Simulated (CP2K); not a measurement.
# Si2SbH7 (SMILES [SiH3][SiH2][SbH2]): GFN2-xTB

What is the energy difference between two shapes of Si2SbH7 at GFN2-xTB? 

The calculation is run with CP2K 2026.2.

4 further runs of the same task are left out: 4 set aside as unsound or not needed.

## Step 1: The system as given

The species is Si2SbH7 (10 atoms), meant as a singlet with charge 0. SMILES: `[SiH3][SiH2][SbH2]`. The shape comes from GFN2-xTB, which is rough for such elements, and wasn't checked as a minimum. This is one conformer, not always the lowest.

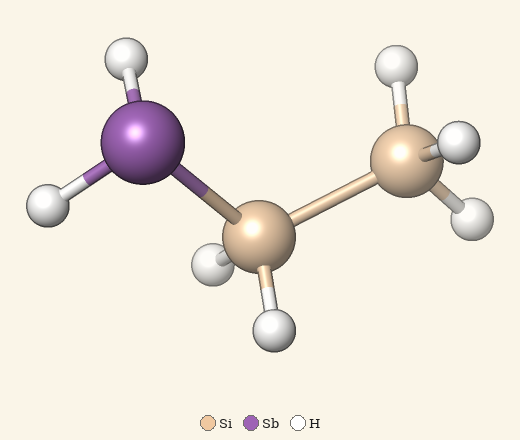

Viewed from a chosen angle; silicon light orange, antimony purple, hydrogen white.

## Step 2: Energy and forces at GFN2-xTB

Input file molecule.inp:

```
&GLOBAL
  PROJECT_NAME molecule
  RUN_TYPE ENERGY_FORCE
  PRINT_LEVEL MEDIUM
&END

&FORCE_EVAL
  METHOD QUICKSTEP
  &DFT
    CHARGE 0
    MULTIPLICITY 1
    ! Quickstep
    &QS
      METHOD XTB
      EPS_DEFAULT 1.0E-10
      &XTB
        GFN_TYPE TBLITE
        &TBLITE
          METHOD GFN2
        &END
        CHECK_ATOMIC_CHARGES F
      &END
    &END
    ! no periodic images
    &POISSON
      PERIODIC NONE
      POISSON_SOLVER ANALYTIC
    &END
    &SCF
      SCF_GUESS ATOMIC
      EPS_SCF 1.0E-07
      MAX_SCF 150
      ADDED_MOS 4
      &DIAGONALIZATION
        ALGORITHM STANDARD
      &END
      &MIXING
        METHOD DIRECT_P_MIXING
        ALPHA 0.4
      &END
      &SMEAR ON
        METHOD FERMI_DIRAC
        ELECTRONIC_TEMPERATURE [K] 300
      &END
    &END
    &PRINT
      &MOMENTS
        PERIODIC F
        REFERENCE COM
        MAX_MOMENT 1
      &END
      &MO ON
        ENERGIES T
        OCCUPATION_NUMBERS T
        NDIGITS 6
        &EACH
          QS_SCF 0
        &END
        ADD_LAST NUMERIC
      &END
      &HIRSHFELD OFF
      &END
    &END
  &END
  &SUBSYS
    ! box in angstrom
    &CELL
      ABC [angstrom] 17.6 15.9 16.1
      PERIODIC NONE
    &END
    &COORD
      Si    -1.590740     0.690780    -0.552100
      Si     0.325960    -0.599090    -0.408630
      Sb     2.234700     0.469300     0.906710
      H     -2.637970     0.059340    -1.353220
      H     -1.316290     1.987770    -1.178690
      H     -2.177100     0.984180     0.757690
      H      0.009800    -1.946650     0.080550
      H      0.874030    -0.846280    -1.750740
      H      1.360130     0.259660     2.342390
      H      2.917490    -1.059010     1.156040
    &END
    &TOPOLOGY
      &CENTER_COORDINATES
      &END
    &END
  &END
  &PRINT
    &FORCES ON
    &END
  &END
&END
```

On the command line:

```console
$ OMP_NUM_THREADS=1 cp2k.psmp molecule.inp > molecule.out
```

The log of the run:

```text
CP2K| version string:                                       CP2K version 2026.2
[...]
 GLOBAL| Method name                                                        CP2K
[...]
 GLOBAL| Run type                                                   ENERGY_FORCE
[...]
                             - Atoms:                                         10
[...]
                             - Spherical basis functions:                     34
[...]
 Number of electrons:                                                         20
[...]
  *** SCF run converged in    17 steps ***
[...]
  Fermi energy:                                                -0.25084326080855
[...]
 TB_DIPOLE| Moment [Debye]         -0.40783726       0.69235127      -1.02331006
 TB_DIPOLE| Derivative [a.u.]       0.00000000       0.00000000       0.00000000
[...]
 ENERGY| Total FORCE_EVAL ( QS ) energy [hartree]             -9.203566816681883
 FORCES| Atomic forces [hartree/bohr]
 FORCES|   Atom     x               y               z               |f|
 FORCES|      1 -7.80604292E-05  1.79013239E-05  8.18700335E-06   8.05041305E-05
 FORCES|      2 -2.52550755E-05  3.16665291E-05 -1.32562127E-05   4.26182481E-05
 FORCES|      3  1.37457278E-04  4.78053286E-05 -2.37970929E-04   2.78944467E-04
 FORCES|      4  1.20248269E-05 -1.15547809E-05  2.13263257E-05   2.70725247E-05
 FORCES|      5  4.07648663E-05 -6.99028966E-06  3.32487465E-05   5.30671048E-05
 FORCES|      6  7.05173168E-05 -5.96656544E-05  6.76439578E-05   1.14491866E-04
 FORCES|      7  2.25800451E-05 -4.07390695E-05 -5.04778271E-05   6.86843596E-05
 FORCES|      8  2.99028248E-05  3.13493563E-05 -4.35937583E-05   6.14603679E-05
 FORCES|      9 -1.13846630E-04  4.94113290E-05  3.40615848E-05   1.28696256E-04
 FORCES|     10 -9.60850230E-05 -5.91840724E-05  1.80831109E-04   2.13154817E-04
 FORCES| Sum     2.86907000E-17  1.41373187E-16  8.55977615E-17
 FORCES| Total atomic force                                       1.67739414E-16
[...]
```

Run time: 0.84 s. Hardware: 1 thread of Intel Xeon 6975P-C (Granite Rapids), shared host; peak memory 0.19 GiB.

## Step 3: The distorted shape at the same level

Input file gas.inp:

```
&FORCE_EVAL
  METHOD QUICKSTEP
  &DFT
    &QS
      METHOD XTB
      EPS_DEFAULT 1.0E-10
      &XTB
        GFN_TYPE TBLITE
        &TBLITE
          METHOD GFN2
        &END TBLITE
        CHECK_ATOMIC_CHARGES F
      &END XTB
    &END QS
    ! isolated system
    &POISSON
      PERIODIC NONE
      POISSON_SOLVER ANALYTIC
    &END POISSON
    ! self-consistent field
    &SCF
      SCF_GUESS ATOMIC
      EPS_SCF 1.0E-07
      MAX_SCF 150
      ADDED_MOS 4
      &DIAGONALIZATION
        ALGORITHM STANDARD
      &END DIAGONALIZATION
      &MIXING
        METHOD DIRECT_P_MIXING
        ALPHA 0.4
      &END MIXING
      &SMEAR ON
        METHOD FERMI_DIRAC
        ELECTRONIC_TEMPERATURE [K] 300
      &END SMEAR
    &END SCF
    ! extra output
    &PRINT
      &MOMENTS
        PERIODIC F
        REFERENCE COM
        MAX_MOMENT 1
      &END MOMENTS
      &MO ON
        ENERGIES T
        OCCUPATION_NUMBERS T
        NDIGITS 6
        &EACH
          QS_SCF 0
        &END EACH
        ADD_LAST NUMERIC
      &END MO
      &HIRSHFELD OFF
      &END HIRSHFELD
    &END PRINT
  &END DFT
  &SUBSYS
    ! box in angstrom
    &CELL
      ABC 17.6 15.9 16.2
      PERIODIC NONE
    &END CELL
    &COORD
      Si    -1.662332     0.729717    -0.472100
      Si     0.598937    -0.548189    -0.368297
      Sb     2.208961     0.466309     0.876432
      H     -2.657506     0.079670    -1.360279
      H     -1.229389     2.066567    -1.093398
      H     -2.358402     0.929497     0.692039
      H     -0.004239    -1.875023     0.113552
      H      0.914390    -0.922300    -1.825853
      H      1.400794     0.331779     2.369051
      H      2.917765    -1.049369     1.176039
    &END COORD
    &TOPOLOGY
      &CENTER_COORDINATES
      &END CENTER_COORDINATES
    &END TOPOLOGY
  &END SUBSYS
  &PRINT
    &FORCES ON
    &END FORCES
  &END PRINT
&END FORCE_EVAL

&GLOBAL
  PROJECT gas
  RUN_TYPE ENERGY_FORCE
  PRINT_LEVEL MEDIUM
&END GLOBAL
```

On the command line:

```console
$ OMP_NUM_THREADS=1 cp2k.psmp -i gas.inp > gas.out 2>&1
```

The log of the run:

```text
CP2K| version string:                                       CP2K version 2026.2
[...]
 GLOBAL| Method name                                                        CP2K
[...]
 GLOBAL| Run type                                                   ENERGY_FORCE
[...]
                             - Atoms:                                         10
[...]
                             - Spherical basis functions:                     34
[...]
 Number of electrons:                                                         20
[...]
  *** SCF run converged in    17 steps ***
[...]
  Fermi energy:                                                -0.26385371575843
[...]
 TB_DIPOLE| Moment [Debye]         -0.61130227       0.84973780      -0.70780015
 TB_DIPOLE| Derivative [a.u.]       0.00000000       0.00000000       0.00000000
[...]
 ENERGY| Total FORCE_EVAL ( QS ) energy [hartree]             -9.161506217155475
 FORCES| Atomic forces [hartree/bohr]
 FORCES|   Atom     x               y               z               |f|
 FORCES|      1  4.75704646E-02 -7.36019033E-03 -5.22507794E-02   7.10441093E-02
 FORCES|      2 -1.10894157E-01 -5.26581760E-02 -6.33463223E-02   1.38141790E-01
 FORCES|      3  7.52721778E-02  4.18433925E-02  5.40644107E-02   1.01684467E-01
 FORCES|      4  6.85003673E-03  3.69343034E-03  1.81917039E-03   7.99210935E-03
 FORCES|      5 -9.35186859E-03 -1.41228708E-02  8.05192957E-03   1.87549059E-02
 FORCES|      6 -2.02075143E-02  9.06205532E-03  4.12827897E-02   4.68479797E-02
 FORCES|      7  1.04045601E-02  1.12660682E-02 -3.78492861E-03   1.57957225E-02
 FORCES|      8  7.50600581E-04  7.10956640E-03  1.83094307E-02   1.96556503E-02
 FORCES|      9 -1.57750753E-03 -1.26266820E-03 -5.16311287E-03   5.54442022E-03
 FORCES|     10  1.18320745E-03  2.42939254E-03  1.01741227E-03   2.88739601E-03
 FORCES| Sum     5.94142791E-17  6.37510877E-17 -7.50267903E-17
 FORCES| Total atomic force                                       1.14992509E-16
[...]
```

It took 0.84 s on 1 thread of Intel Xeon 6975P-C (Granite Rapids), shared host; peak memory 0.19 GiB.

## Step 4: What came out

At GFN2-xTB:

| quantity | value |
| --- | --- |
| first shape: total energy | -9.20357 Eh |
| first shape: dipole moment (from atomic charges alone) | 1.30 D |
| first shape: HOMO energy | -9.41 eV |
| first shape: LUMO energy | -5.93 eV |
| first shape: HOMO–LUMO gap | 3.48 eV |
| first shape: largest force on an atom | 0.014 eV/Å |
| distorted shape: total energy | -9.16151 Eh |
| distorted shape: dipole moment (from atomic charges alone) | 1.26 D |
| distorted shape: HOMO energy | -9.38 eV |
| distorted shape: LUMO energy | -6.28 eV |
| distorted shape: HOMO–LUMO gap | 3.10 eV |
| distorted shape: largest force on an atom | 7.104 eV/Å |
| energy change with the atoms displaced | 1.145 eV |

**Reading.** With the atoms displaced the energy rises by 1.14 eV (26 kcal/mol). The dipole (first shape) comes from point charges on the atoms alone, without atomic dipoles, so it is partial. The dipole (distorted shape) comes from point charges on the atoms alone, without atomic dipoles, so it is partial.
